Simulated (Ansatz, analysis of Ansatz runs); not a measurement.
**A hop of Na in Na2CrO4 (Cmcm), charge −1**

Aim: the barrier of one jump in Na2CrO4 (Cmcm) at charge −1: V_Na hop (3.4 Å). The model is a cell of 56 host atoms with 1 Na taken out; Na is the atom that moves.

Calculated with Ansatz 0.2.0; plane-wave PAW DFT, PBEsol; nudged elastic band between two relaxed defect structures at fixed charge in a uniform background.

**1. The starting structure**

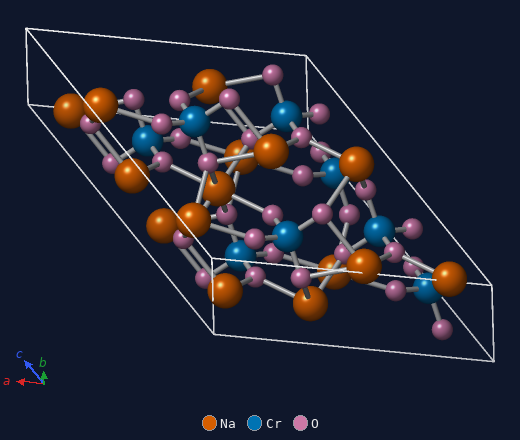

The cell as given, from a free direction (sodium orange, chromium blue, oxygen pink).

The cell holds 55 atoms: 15 Na, 8 Cr and 32 O. Cell: a = 11.628 Å, b = 9.203 Å, c = 10.917 Å, α = 70.0°, β = 48.1°, γ = 61.9°. It derives from Na2CrO4 (space group Cmcm). Nearest the centre at fractional (0.609, 0.266, 0.734): O31 at 1.59 Å, Na11 at 1.70 Å, O45 at 2.11 Å, O55 at 2.11 Å, Na14 at 3.03 Å, Cr20 at 3.06 Å, Cr23 at 3.06 Å, O37 at 3.08 Å. The cell carries charge −1.

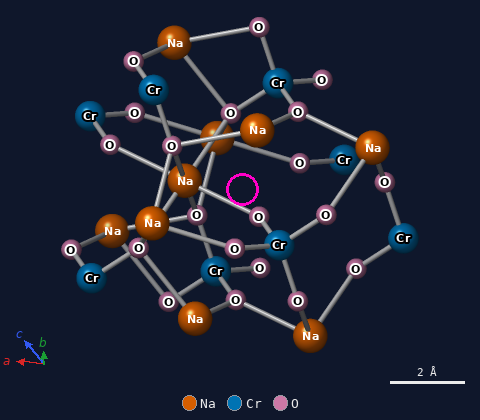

The atoms within 5 Å of the centre. A ring marks the middle of the ideal hop wherever no atom is near it.

The cell's shortest repeat is 9.2 Å.

**2. Relaxation of the start point, charge −1**

A barrier is counted from a minimum, so both ends are relaxed first. Small random displacements break the symmetry of the ideal sites, so that the defect can distort if it gains by it. The charge of −1 is set by the electron count, and a uniform background keeps the cell neutral.

Input file qm1.start/input.yaml:

```yaml
crystal:
  lattice:
    - [0.0, 9.21092277, 7.09648259]
    - [5.85930775, 0.0, 7.09648259]
    - [5.85930775, 9.21092277, 0.0]
  atoms:
    - { symbol: Na, position: [0.03296053, 0.21703947, 0.28296053] }
    - { symbol: Na, position: [0.03296053, 0.21703947, 0.78296053] }
    - { symbol: Na, position: [0.53296053, 0.71703947, 0.28296053] }
    - { symbol: Na, position: [0.53296053, 0.71703947, 0.78296053] }
    - { symbol: Na, position: [0.46703947, 0.28296053, 0.21703947] }
    - { symbol: Na, position: [0.96703947, 0.78296053, 0.21703947] }
    - { symbol: Na, position: [0.96703947, 0.78296053, 0.71703947] }
    - { symbol: Na, position: [0.25, 0.75, 0.25] }
    - { symbol: Na, position: [0.25, 0.75, 0.75] }
    - { symbol: Na, position: [0.75, 0.25, 0.25] }
    - { symbol: Na, position: [0.75, 0.25, 0.75] }
    - { symbol: Na, position: [0.0, 0.5, 0.0] }
    - { symbol: Na, position: [0.0, 0.5, 0.5] }
    - { symbol: Na, position: [0.5, 0.0, 0.0] }
    - { symbol: Na, position: [0.5, 0.0, 0.5] }
    - { symbol: Cr, position: [0.1981344, 0.0518656, 0.4481344] }
    - { symbol: Cr, position: [0.1981344, 0.0518656, 0.9481344] }
    - { symbol: Cr, position: [0.6981344, 0.5518656, 0.4481344] }
    - { symbol: Cr, position: [0.6981344, 0.5518656, 0.9481344] }
    - { symbol: Cr, position: [0.3018656, 0.4481344, 0.0518656] }
    - { symbol: Cr, position: [0.3018656, 0.4481344, 0.5518656] }
    - { symbol: Cr, position: [0.8018656, 0.9481344, 0.0518656] }
    - { symbol: Cr, position: [0.8018656, 0.9481344, 0.5518656] }
    - { symbol: O, position: [0.15665528, 0.40616721, 0.09383279] }
    - { symbol: O, position: [0.15665528, 0.40616721, 0.59383279] }
    - { symbol: O, position: [0.65665528, 0.90616721, 0.09383279] }
    - { symbol: O, position: [0.65665528, 0.90616721, 0.59383279] }
    - { symbol: O, position: [0.15616721, 0.90665528, 0.09334472] }
    - { symbol: O, position: [0.15616721, 0.90665528, 0.59334472] }
    - { symbol: O, position: [0.65616721, 0.40665528, 0.09334472] }
    - { symbol: O, position: [0.65616721, 0.40665528, 0.59334472] }
    - { symbol: O, position: [0.34334472, 0.09383279, 0.40616721] }
    - { symbol: O, position: [0.34334472, 0.09383279, 0.90616721] }
    - { symbol: O, position: [0.84334472, 0.59383279, 0.40616721] }
    - { symbol: O, position: [0.84334472, 0.59383279, 0.90616721] }
    - { symbol: O, position: [0.34383279, 0.59334472, 0.40665528] }
    - { symbol: O, position: [0.34383279, 0.59334472, 0.90665528] }
    - { symbol: O, position: [0.84383279, 0.09334472, 0.40665528] }
    - { symbol: O, position: [0.84383279, 0.09334472, 0.90665528] }
    - { symbol: O, position: [0.03112343, 0.21887657, 0.01041483] }
    - { symbol: O, position: [0.03112343, 0.21887657, 0.51041483] }
    - { symbol: O, position: [0.53112343, 0.71887657, 0.01041483] }
    - { symbol: O, position: [0.53112343, 0.71887657, 0.51041483] }
    - { symbol: O, position: [0.46887657, 0.28112343, 0.48958517] }
    - { symbol: O, position: [0.46887657, 0.28112343, 0.98958517] }
    - { symbol: O, position: [0.96887657, 0.78112343, 0.48958517] }
    - { symbol: O, position: [0.96887657, 0.78112343, 0.98958517] }
    - { symbol: O, position: [0.26041483, 0.98958517, 0.28112343] }
    - { symbol: O, position: [0.26041483, 0.98958517, 0.78112343] }
    - { symbol: O, position: [0.76041483, 0.48958517, 0.28112343] }
    - { symbol: O, position: [0.76041483, 0.48958517, 0.78112343] }
    - { symbol: O, position: [0.23958517, 0.51041483, 0.21887657] }
    - { symbol: O, position: [0.23958517, 0.51041483, 0.71887657] }
    - { symbol: O, position: [0.73958517, 0.01041483, 0.21887657] }
    - { symbol: O, position: [0.73958517, 0.01041483, 0.71887657] }
total_charge: -1
basis:
  ecutwfc: 420
  xc_grid: 2
hamiltonian:
  xc: pbesol
kpoints:
  mp_grid: { grid: [1, 1, 1], shift: [0.25, 0.25, 0.25] }
scf:
  occupations: { method: fixed }
  max_iter: 100
output:
  forces: true
relax:
  f_tol: 0.02
  max_steps: 70
  random_displacement: { amplitude: 0.03, seed: 890 }
```

The run is started by

```console
ansatz run input.yaml --threads 4 --pin off --max-ram 14131MiB --backend cpu --events-out ev --progress --plain --runs-dir out
```

Numbers of over 12 decimals in the logs are rounded to 6 here.

The log of the run:

```text
[... repeated set-up lines and file paths are left out, and long positions are rounded to six places ...]
The last accepted step is kept in <dir> (removed where the run ends without a failure and the disk answers)
Engine: ansatz 0.2.0, aarch64-unknown-linux-gnu
Pseudopotentials: kind: paw
Pseudopotential: Na, paw, valence charge 9, recommended cutoff 420 eV (normal), Na.paw.azcp
Pseudopotential: Cr, paw, valence charge 14, recommended cutoff 420 eV (normal), Cr.paw.azcp
Pseudopotential: O, paw, valence charge 6, recommended cutoff 420 eV (normal), O.paw.azcp
Functional definition: PBEsol
  exchange = pbesol_x
  correlation = pbesol_c
Crystal: 55 atoms, lattice volume = 765.989 Å³
Basis set: ecut = 420 eV, 15027 PW (Γ), exchange–correlation on 160×128×150 points (8 copies of the dense FFT grid, shifted against one another)
Bands: 275, of which v1, the nominal top of the filled ones, is band 220 counted from 1 (219 counted from 0)
Symmetry: 1 space group operations
k-points: 1
Non-local potential: Na, projectors of the file, l = 0: 3, l = 1: 2, l = 2: 1
Non-local potential: Cr, projectors of the file, l = 0: 3, l = 1: 2, l = 2: 3, l = 3: 1
Non-local potential: O, projectors of the file, l = 0: 2, l = 1: 2, l = 2: 1
PAW form: soft (Blöchl's): semilocal exchange-correlation on the pseudo side does not see the compensation charge
PAW frozen core: Na, regenerated for the run's functional, and the local potential with it (the file was generated under x = pbe(κ = 0.804, μ = 0.219515), c = pbe(β = 0.066725))
PAW frozen core: Cr, regenerated for the run's functional, and the local potential with it (the file was generated under x = pbe(κ = 0.804, μ = 0.219515), c = pbe(β = 0.066725))
PAW frozen core: O, regenerated for the run's functional, and the local potential with it (the file was generated under x = pbe(κ = 0.804, μ = 0.219515), c = pbe(β = 0.066725))
PAW one-centre angular grid: Na, 110 points (default); XC on 64 Gauss nodes
PAW one-centre angular grid: Cr, 590 points (default); XC on 64 Gauss nodes
PAW one-centre angular grid: O, 110 points (default); XC on 64 Gauss nodes
Initial density: superposition of atomic densities (neutral atoms scaled as one to the charged cell's electrons: chi_scale 0, normalization atom), corrected by the library's trained network
Initial wavefunctions: pseudopotential atomic-orbital guess
Functional: x = pbesol(κ = 0.804, μ = 0.123457), c = pbesol(β = 0.046)
SCF iter   1: F=—  HF=-66899.180291 eV  |F-HF|=—  |Δ(HF+E_count)|=         —  Δρ=1.45e-2  dr2=1.22e0  ethr=1.77e-3  ⟨swp⟩=5.0  Hψ=774  notcnv=0  defer=50
preconditioner: auto → Resta (q_TF=auto, 2.487 Å⁻¹)  ε∞=3.9  [insulator: Δε(μ)=2.698 eV  Ē_g=14.745 eV  n_scr=214 (ndim 8)  ℏωp=25.0 eV  f_vac=0.163  ε∞_Penn≈3.9]
SCF iter   2: F=—  HF=-66898.829517 eV  |F-HF|=—  |Δ(HF+E_count)|=   3.51e-1  Δρ=7.02e-3  dr2=4.09e-1  ethr=2.77e-4  ⟨swp⟩=3.0  Hψ=522  notcnv=0  defer=50
SCF iter   3: F=—  HF=-66898.872036 eV  |F-HF|=—  |Δ(HF+E_count)|=   4.25e-2  Δρ=1.02e-2  dr2=8.89e-1  ethr=9.29e-5  ⟨swp⟩=3.0  Hψ=453  notcnv=0  defer=53
SCF iter   4: F=—  HF=-66898.777574 eV  |F-HF|=—  |Δ(HF+E_count)|=   9.45e-2  Δρ=1.22e-3  dr2=1.75e-2  ethr=9.29e-5  ⟨swp⟩=3.0  Hψ=429  notcnv=0  defer=53
SCF iter   5: F=—  HF=-66898.778615 eV  |F-HF|=—  |Δ(HF+E_count)|=   1.04e-3  Δρ=1.70e-3  dr2=2.53e-2  ethr=3.97e-6  ⟨swp⟩=2.0  Hψ=493  notcnv=0  defer=53
SCF iter   6: F=—  HF=-66898.775933 eV  |F-HF|=—  |Δ(HF+E_count)|=   2.68e-3  Δρ=8.90e-4  dr2=7.02e-3  ethr=3.97e-6  ⟨swp⟩=2.0  Hψ=425  notcnv=0  defer=53
SCF iter   7: F=—  HF=-66898.775731 eV  |F-HF|=—  |Δ(HF+E_count)|=   2.03e-4  Δρ=3.98e-4  dr2=1.42e-3  ethr=1.60e-6  ⟨swp⟩=2.0  Hψ=425  notcnv=0  defer=53
SCF iter   8: F=—  HF=-66898.775684 eV  |F-HF|=—  |Δ(HF+E_count)|=   4.69e-5  Δρ=1.44e-4  dr2=2.22e-4  ethr=3.22e-7  ⟨swp⟩=2.0  Hψ=321  notcnv=0  defer=53
SCF iter   9: F=—  HF=-66898.775713 eV  |F-HF|=—  |Δ(HF+E_count)|=   2.90e-5  Δρ=1.34e-4  dr2=1.73e-4  ethr=5.04e-8  ⟨swp⟩=2.0  Hψ=322  notcnv=0  defer=53
SCF iter  10: F=—  HF=-66898.775709 eV  |F-HF|=—  |Δ(HF+E_count)|=   4.07e-6  Δρ=6.45e-5  dr2=3.81e-5  ethr=3.94e-8  ⟨swp⟩=2.0  Hψ=320  notcnv=0  defer=53
SCF iter  11: F=-66898.775705 eV  HF=-66898.775707 eV  |F-HF|=2.47e-6  |Δ(HF+E_count)|=   1.47e-6  Δρ=2.91e-5  dr2=7.69e-6  ethr=2.27e-9  ⟨swp⟩=2.0  Hψ=918  notcnv=0
SCF 1 converged in 11 iterations: F = -66898.775705 eV  dr2 = 7.69e-6
  greatest PAW one-centre occupation: 1.000 electrons in one spin orbital (limit 2), on the Cr atom at site 19 (counted from 0), in its partial waves of l = 0
relax step   1: F+E_penalty+E_count = -66898.77570486 eV  Δ(F+E_penalty+E_count) = +0.000e0 eV  max|allowed force component| = 3.173e0 eV/Å  Δτ_max = 0.0000 Å  (11 SCF iters, dr2 threshold 1.00e-5 eV, accepted)
[... the SCF cycles and remarks between the steps are left out from here to the last step ...]
relax step   2: F+E_penalty+E_count = -66899.33011170 eV  Δ(F+E_penalty+E_count) = -5.544e-1 eV  max|allowed force component| = 1.462e0 eV/Å  Δτ_max = 0.1372 Å  (8 SCF iters, dr2 threshold 1.00e-4 eV, accepted)
relax step   3: F+E_penalty+E_count = -66899.50637121 eV  Δ(F+E_penalty+E_count) = -1.763e-1 eV  max|allowed force component| = 6.993e-2 eV/Å  Δτ_max = 0.0905 Å  (7 SCF iters, dr2 threshold 1.00e-4 eV, accepted)
SCF iter   1: F=—  HF=-66899.510657 eV  |F-HF|=—  |Δ(HF+E_count)|=         —  Δρ=1.33e-3  dr2=8.69e-3  ethr=3.09e-5  ⟨swp⟩=3.0  Hψ=468  notcnv=0  defer=53
SCF iter   2: F=—  HF=-66899.509107 eV  |F-HF|=—  |Δ(HF+E_count)|=   1.55e-3  Δρ=8.14e-4  dr2=3.25e-3  ethr=1.97e-6  ⟨swp⟩=2.0  Hψ=299  notcnv=0  defer=53
SCF iter   3: F=—  HF=-66899.508821 eV  |F-HF|=—  |Δ(HF+E_count)|=   2.86e-4  Δρ=6.68e-4  dr2=3.79e-3  ethr=7.38e-7  ⟨swp⟩=2.0  Hψ=420  notcnv=0  defer=53
SCF iter   4: F=—  HF=-66899.508516 eV  |F-HF|=—  |Δ(HF+E_count)|=   3.05e-4  Δρ=4.92e-4  dr2=2.08e-3  ethr=7.38e-7  ⟨swp⟩=2.0  Hψ=426  notcnv=0  defer=53
SCF iter   5: F=—  HF=-66899.508303 eV  |F-HF|=—  |Δ(HF+E_count)|=   2.13e-4  Δρ=7.07e-5  dr2=3.41e-5  ethr=4.74e-7  ⟨swp⟩=2.0  Hψ=329  notcnv=0  defer=50
SCF iter   6: F=—  HF=-66899.508568 eV  |F-HF|=—  |Δ(HF+E_count)|=   2.65e-4  Δρ=5.20e-5  dr2=2.25e-5  ethr=7.75e-9  ⟨swp⟩=2.0  Hψ=436  notcnv=0  defer=44
SCF iter   7: F=—  HF=-66899.508567 eV  |F-HF|=—  |Δ(HF+E_count)|=   1.37e-6  Δρ=1.65e-5  dr2=2.06e-6  ethr=5.11e-9  ⟨swp⟩=2.0  Hψ=331  notcnv=0  defer=44
SCF iter   8: F=—  HF=-66899.508568 eV  |F-HF|=—  |Δ(HF+E_count)|=   1.36e-6  Δρ=2.20e-5  dr2=4.12e-6  ethr=4.67e-10  ⟨swp⟩=2.0  Hψ=419  notcnv=0  defer=44
SCF iter   9: F=—  HF=-66899.508568 eV  |F-HF|=—  |Δ(HF+E_count)|=   2.68e-7  Δρ=4.51e-6  dr2=1.62e-7  ethr=4.67e-10  ⟨swp⟩=2.0  Hψ=399  notcnv=0  defer=44
SCF iter  10: F=-66899.508568 eV  HF=-66899.508568 eV  |F-HF|=4.25e-8  |Δ(HF+E_count)|=   8.12e-8  Δρ=3.08e-6  dr2=7.87e-8  ethr=2.27e-11  ⟨swp⟩=3.0  Hψ=707  notcnv=0
SCF 4 converged in 10 iterations: F = -66899.508568 eV  dr2 = 7.87e-8
relax step   4: F+E_penalty+E_count = -66899.50856797 eV  Δ(F+E_penalty+E_count) = -2.197e-3 eV  max|allowed force component| = 9.778e-3 eV/Å  Δτ_max = 0.0249 Å  (10 SCF iters, accepted)
SCF converged after 10 iterations
Free energy (F): -66899.508568 eV
Harris-Foulkes:  -66899.508568 eV  (|F-HF|=4.25e-8)
Internal energy: -66899.508568 eV  (E = F + TS)
E sigma→0 (E₀):  -66899.508568 eV
Fermi energy:    2.688763 eV
--- Per-component energies (eV) ---
  E_band       = -6755.171456
  E_kinetic    = 10110.590755
  E_local      = -50485.654112  (includes V_loc(G=0)·N_el)
  E_nonlocal   = 3905.817412
  E_hartree    = 19226.187365
  E_xc         = -4009.369587
  E_vxc        = -5145.750338  (∫ρ·V_xc dr)
  E_paw        = -17983.376252  (= ΣΔE_a)
  E_vpaw       = -3592.630986  (= ΣTr[D̂ρ^β])
  E_aug_tail   = 0.080353  (compensation charges beyond the density's cutoff)
  E_ewald      = -27667.014118
  E_core_change = 3.229616  (= ΣΔE_core)
  E_smearing   = -0.000000  (= −TS)
  E_closure    = 0.000000  (closes the sum)
  E_deformation_potential = -12.101720  (in the stress; not in F)
  Σ components = -66899.508568   (vs F -66899.508568, Δ=0.00e0)
--- Forces (eV/Å), atoms counted from 1 ---
  atom   1  Na     0.00088284     0.00293807    -0.00051486
  atom   2  Na    -0.00084463     0.00052160    -0.00098914
  [... 8 atoms left out ...]
  atom  11  Na     0.00082609    -0.00505791     0.00168002
  [... 2 atoms left out ...]
  atom  14  Na    -0.00023885    -0.00456684    -0.00153304
  [... 3 atoms left out ...]
  atom  18  Cr     0.00579360    -0.00023153     0.00290468
  [... 1 atom left out ...]
  atom  20  Cr    -0.00807774     0.00283640     0.00019505
  [... 2 atoms left out ...]
  atom  23  Cr    -0.00598193     0.00428336    -0.00091366
  [... 7 atoms left out ...]
  atom  31  O     -0.00090945     0.00454428    -0.00208505
  [... 5 atoms left out ...]
  atom  37  O      0.00067924     0.00000579     0.00385724
  atom  38  O     -0.00098396     0.00028079     0.00384935
  [... 6 atoms left out ...]
  atom  45  O      0.00521995    -0.00020375    -0.00097115
  [... 9 atoms left out ...]
  atom  55  O      0.00211326     0.00120942     0.00101229
  max |Σ_I F_I| component: 5.36e-5 eV/Å
--- Relaxed structure (4 steps of the walk, 4 accepted, 0 SCFs on fresh bases) ---
  F+E_penalty+E_count = -66899.50856797 eV   max|allowed force component| = 9.778e-3 eV/Å
  atoms:
    - { symbol: Na, position: [0.033672, 0.216832, 0.282101] }
    - { symbol: Na, position: [0.033077, 0.218657, 0.782574] }
    [... 8 atoms left out ...]
    - { symbol: Na, position: [0.742277, 0.246879, 0.752330] }
    [... 2 atoms left out ...]
    - { symbol: Na, position: [0.503023, 0.007862, -0.008342] }
    [... 3 atoms left out ...]
    - { symbol: Cr, position: [0.700243, 0.554880, 0.445527] }
    [... 1 atom left out ...]
    - { symbol: Cr, position: [0.304358, 0.445961, 0.054345] }
    [... 2 atoms left out ...]
    - { symbol: Cr, position: [0.804532, 0.945672, 0.553796] }
    [... 7 atoms left out ...]
    - { symbol: O, position: [0.663630, 0.411771, 0.589071] }
    [... 5 atoms left out ...]
    - { symbol: O, position: [0.348004, 0.590583, 0.908670] }
    - { symbol: O, position: [0.846552, 0.091930, 0.409782] }
    [... 6 atoms left out ...]
    - { symbol: O, position: [0.469887, 0.280074, 1.002541] }
    [... 9 atoms left out ...]
    - { symbol: O, position: [0.753857, -0.003801, 0.719400] }
```

The job ended after 43 s (4 threads of Arm Neoverse V1, shared host; peak memory 1.4 GiB).

Step by step:

| step | energy less that of the first step (eV) | largest force component (eV/Å) |
| --- | --- | --- |
| 1 | 0.0000 | 3.1729 |
| 2 | -0.5544 | 1.4623 |
| 3 | -0.7307 | 0.0699 |
| 4 | -0.7329 | 0.0098 |

The atoms that moved most (Å, from the sites as typed, ahead of the random displacement):

| atom | dx | dy | dz | length |
| --- | --- | --- | --- | --- |
| O44 | -0.039 | -0.168 | -0.005 | 0.172 |
| O55 | -0.080 | 0.135 | 0.001 | 0.157 |
| O53 | 0.029 | -0.151 | 0.006 | 0.154 |
| Na7 | -0.147 | 0.045 | 0.000 | 0.153 |
| O45 | 0.070 | 0.127 | 0.000 | 0.145 |
| Na5 | 0.126 | 0.051 | 0.001 | 0.135 |
| O33 | -0.003 | 0.033 | -0.100 | 0.106 |
| O25 | 0.014 | -0.094 | -0.007 | 0.096 |

Neighbours of Na11 at the end:

| atom | distance (Å) |
| --- | --- |
| O31 | 2.311 |
| O55 | 2.383 |
| O45 | 2.383 |
| O39 | 2.385 |
| O41 | 2.462 |
| O51 | 2.464 |
| Na14 | 3.394 |
| Na2 | 3.495 |

Numbers from this step:

- free energy: -66899.5086 eV
- r.m.s. move of the farther half of the atoms: 0.04554 Å
- largest move from the ideal geometry of this structure, a common shift of the far atoms taken out: 0.1687 Å

The relaxation gained 0.733 eV and ended with a largest force component of 0.0098 eV/Å.

(Part 1 of 5 ends here.)

[Logs are printed without paths, hosts, clocks, repeated set-up lines and the standing remarks that a program may print on its own settings, such as how far it seeks lower states.]

[Hosts, paths, dates, database ids (printed as entryN), source tags and the programs' standing remarks are cut or masked in the printed files.]
